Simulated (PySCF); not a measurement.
C4H5P, SMILES `c1cc[pH]c1`.

Computed with PySCF, LDA (SVWN)/6-31G*, geometry: GFN2-xTB. No frequency check shows the geometry to be a minimum. GFN2-xTB bond lengths at metals and heavier atoms can be off by up to 0.1 Å and shapes distorted, which carries into these values.

Coordinates in Å:

```
C1      -1.2802   -0.7192   -0.0014
C2      -1.2803    0.7191   -0.0014
C3      -0.0501    1.2648    0.0299
P4       1.2285    0.0000   -0.1086
C5      -0.0500   -1.2647    0.0299
H6      -2.1979   -1.2863   -0.0019
H7      -2.1980    1.2861   -0.0019
H8       0.1652    2.3196    0.0270
H9       1.6012    0.0001    1.2365
H10      0.1655   -2.3196    0.0270
```

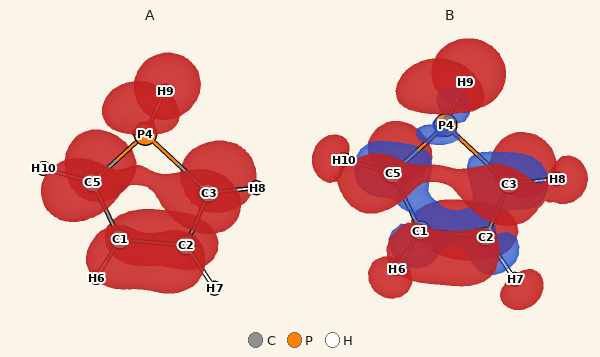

The Fukui function f⁺ from two separate SCF calculations and the density of the LUMO, at ±0.02 e/Å³ (red positive, blue negative).

### Which panel is which, and how good is the frozen-orbital picture?

B is f⁺ (it has negative regions), A the LUMO density. The LUMO lies on C3 and C5 (20 % each), P4 (17 %) and C1 and C2 (14 % each); f⁺ (Hirshfeld-condensed) is largest on P4 (0.22); the vertical electron affinity is −1.12 eV (the stability of the anion's solution wasn't checked; negative, but this basis has no diffuse functions, so it doesn't show that the anion is unbound). Relaxation shifts 24 % of the electron between atoms. The orbital energy is −1.84 eV.

Cost of the run: 110 s on 1 thread of Arm Neoverse N1 (shared host), peak memory 0.24 GiB.
